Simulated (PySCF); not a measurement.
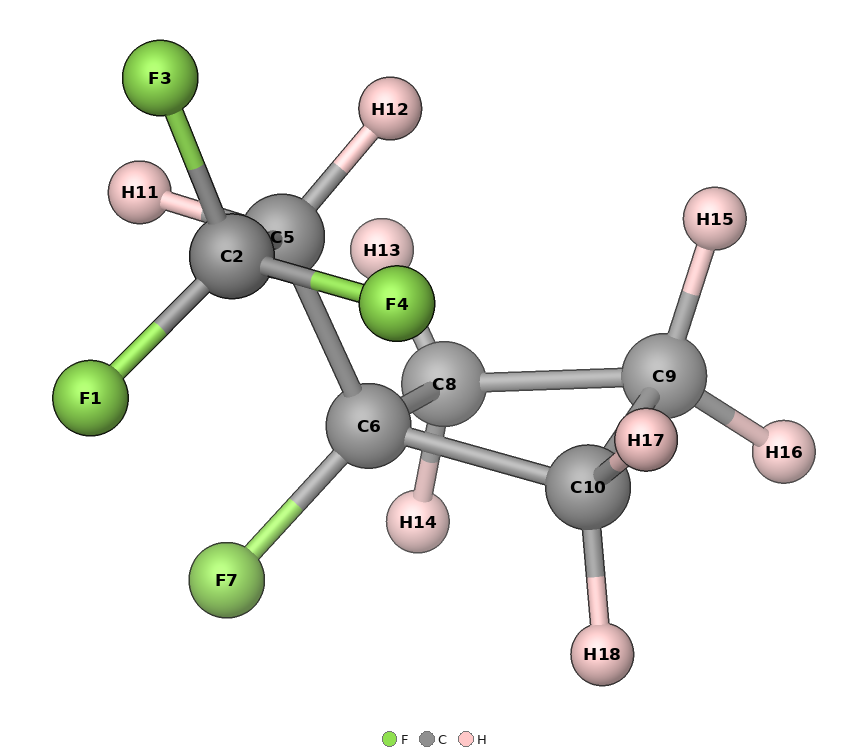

Depth is shown by fading: the farther an atom, the more it takes the colour of the background. Computed geometry: PBE0-D3(BJ)/def2-SVP optimisation. No frequency run is at hand to confirm it as a minimum.

Q: How is the 4-membered ring C6–C8–C9–C10 puckered?

A: It is puckered (butterfly). The Cremer–Pople amplitude Q is 0.24 Å.

Q: Give the torsion angles round the ring, beginning with the bond from its second to its third atom.

A: 18°, −18°, 18°, −18°.
